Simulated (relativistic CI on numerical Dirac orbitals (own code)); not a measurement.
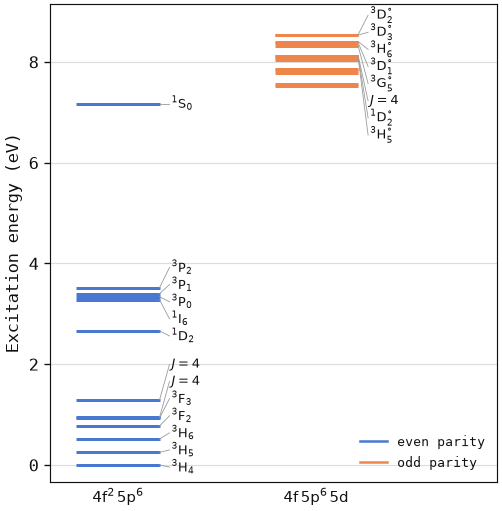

Level diagram of Pr IV (Pr³⁺). The lowest level is 4f² 5p⁶ ³H₄. The first excited level, 4f² 5p⁶ ³H₅, lies at 0.251 eV. The ground term spreads over 0.517 eV in the order J = 4, 5, 6, a normal multiplet. The lowest level of opposite parity, 4f 5p⁶ 5d ¹G°₄, is at 7.51 eV. The levels are in intermediate coupling, nearer LS (mean leading weight 83 % in LS and 70 % in jj).

```csv
Configuration,Level,E (eV),LS purity (%)
4f² 5p⁶,³H₄,0,96
4f² 5p⁶,³H₅,0.2510,98
4f² 5p⁶,³H₆,0.5166,98
4f² 5p⁶,³F₂,0.7728,97
4f² 5p⁶,³F₃,0.9317,98
4f² 5p⁶,[4f₅/₂ 4f₇/₂] J = 4,0.9476,52
4f² 5p⁶,[(4f₇/₂)²] J = 4,1.293,52
4f² 5p⁶,¹D₂,2.660,92
4f² 5p⁶,¹I₆,3.277,98
4f² 5p⁶,³P₀,3.338,97
4f² 5p⁶,³P₁,3.403,97
4f² 5p⁶,³P₂,3.522,93
4f² 5p⁶,¹S₀,7.172,95
4f 5p⁶ 5d,¹G°₄,7.512,75
4f 5p⁶ 5d,³F°₂,7.571,81
4f 5p⁶ 5d,[4f₅/₂ 5d₃/₂] J = 3,7.785,52
4f 5p⁶ 5d,³F°₃,7.848,56
4f 5p⁶ 5d,³H°₄,7.854,79
```

Relativistic CI calculation for Pr³⁺

Pr³⁺. Computed at this level: Dirac-Coulomb-Breit CI, KLI orbitals optimised for each configuration, model QED (radiative potential, 1s self-energy scaled to tabulated hydrogen-like ionisation energies), configuration energies shifted to the measured levels that pair with them (semi-empirical) (relativistic CI on numerical Dirac orbitals, in-house).

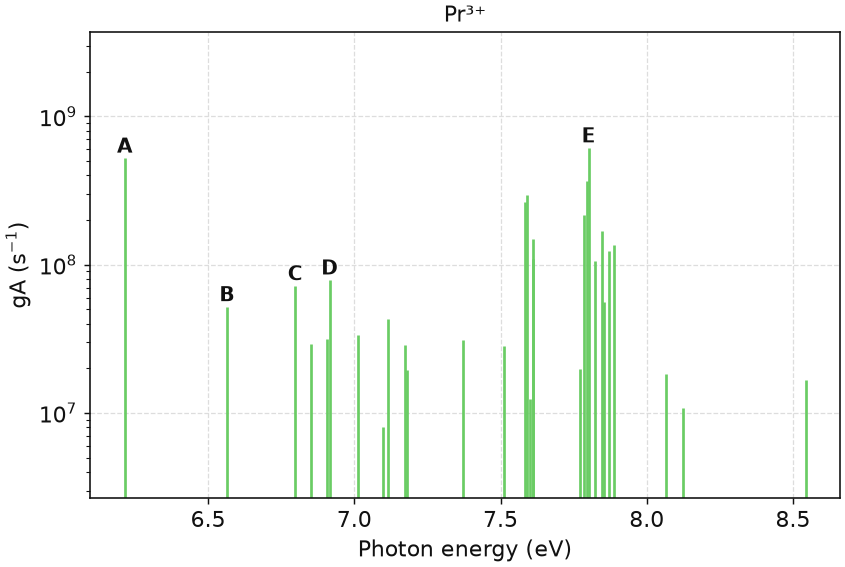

The stronger electric dipole lines (weighted rates gA) for Pr³⁺. A: 4f 5p⁶ 5d ¹H°₅ → 4f² 5p⁶ ¹I₆, 6.214 eV, gA = 5.2×10⁸ s⁻¹; B: 4f 5p⁶ 5d ¹G°₄ → 4f² 5p⁶ [4f₅/₂ 4f₇/₂] J = 4, 6.564 eV, gA = 5.2×10⁷ s⁻¹; C: 4f 5p⁶ 5d ³F°₂ → 4f² 5p⁶ ³F₂, 6.798 eV, gA = 7.2×10⁷ s⁻¹; D: 4f 5p⁶ 5d ³F°₃ → 4f² 5p⁶ ³F₃, 6.916 eV, gA = 7.9×10⁷ s⁻¹; E: 4f 5p⁶ 5d ³G°₅ → 4f² 5p⁶ ³H₆, 7.801 eV, gA = 6.1×10⁸ s⁻¹. The strongest, E, lies in the vacuum ultraviolet region.

These pictures come from the run below.

## Input
```
atom Pr  Z=59  charge=3  electrons=56
nucleus A=141  rms_radius_fm=4.8919
hamiltonian dirac-coulomb  breit=on  qed=on  c_scale=1
orbitals kli  potential=per-configuration
slater_scale 1
correlation fit
mixing on
configurations
  [Xe] 4f2
  [Xe] 4f 5d
  [Xe] 4f 6s
  [Xe] 4f 6p
  [Xe] 4f 6d
  [Xe] 4f 5f
  [Xe] 5d2
  [Kr] 4d10 4f2 5s2 5p5 5d
  [Kr] 4d10 4f4 5s2 5p4
  [Kr] 4d10 4f3 5s2 5p5
  [Xe] 4f 7s
  [Kr] 4d10 4f 5s2 5p5 5d2
  [Kr] 4d10 4f2 5s2 5p5 5f
  [Xe] 4f 7p
  [Xe] 5d 6s
  [Xe] 5f2
  [Kr] 4d10 4f2 5s2 5p5 5g
  [Kr] 4d10 4f2 5s2 5p5 6s
  [Xe] 4f 6f
  [Xe] 4f 7d
  [Xe] 5d 5f
  [Xe] 4f 5g
  [Xe] 5d 6p
  [Xe] 5g 6p
  [Kr] 4d10 4f2 5s2 5p5 6p
  [Xe] 4f 7f
  [Xe] 6s2
  [Xe] 5g2
  [Xe] 5d 5g
  [Kr] 4d10 4f3 5s2 5p4 6s
end
```

The run was one of a batch that the task file lists, launched with:
```bash
python <driver script> task.json out
```

The program writes its results to a structured record and prints no log; tables and figures of this report are taken from that record.

## Summary

| quantity | value |
| --- | --- |
| outcome | converged |
| lowest level | 4f² 5p⁶ ³H₄ |
| first excited level | 4f² 5p⁶ ³H₅, 2,024 cm⁻¹ |
| levels computed | 6636 |
| SCF iterations | 305 |
| hardware | 1 thread of Arm Neoverse V1, 24 GiB of memory available, shared host |
| wall time | 37 s |

## Notes

To bear in mind: shifts are fitted to measured levels, configurations with none paired borrow a shift and can be misplaced by tens of thousands of cm⁻¹; rates and lifetimes follow the computed energies and can be off by orders of magnitude; one shift a configuration: terms inside it, and wavelengths, can be off by thousands of cm⁻¹; term splittings are 10 to 25 % too wide when unscaled; the fine structure of a weakly bound d or f electron outside closed shells is too small or inverted; only a limited list of configurations is included, so lower levels can be missing; only lines among the lowest 37 of 6636 levels are drawn.
